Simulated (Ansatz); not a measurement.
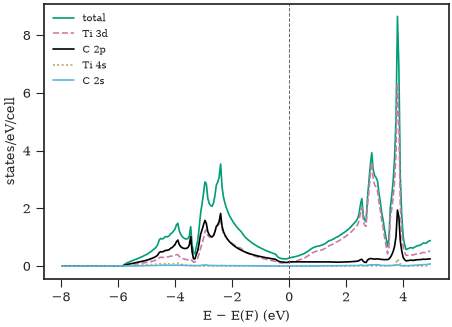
Fig. 1. Total and projected density of states of TiC (rock salt, space group No. 225), plane-wave PAW PBE (Ansatz code)

Task: Which orbitals carry the states next to the Fermi level?

Result: Within 0.5 eV of the Fermi level: Ti 3d 49 %, C 2p 48 %. Projections are on Löwdin-orthogonalised atomic valence shells; empty p or d shells of many metals are not among them.

Task: Where is the tallest occupied peak in this window, and what makes it?

Result: Near -2.4 eV, about 3.5 states/eV per cell; the largest projected share is C 2p.

Space group Fm-3m (rock salt). The PBE relaxation kept the symmetry of its start. No spin polarisation was allowed.

Potentials: the later of the program's two PAW sets.
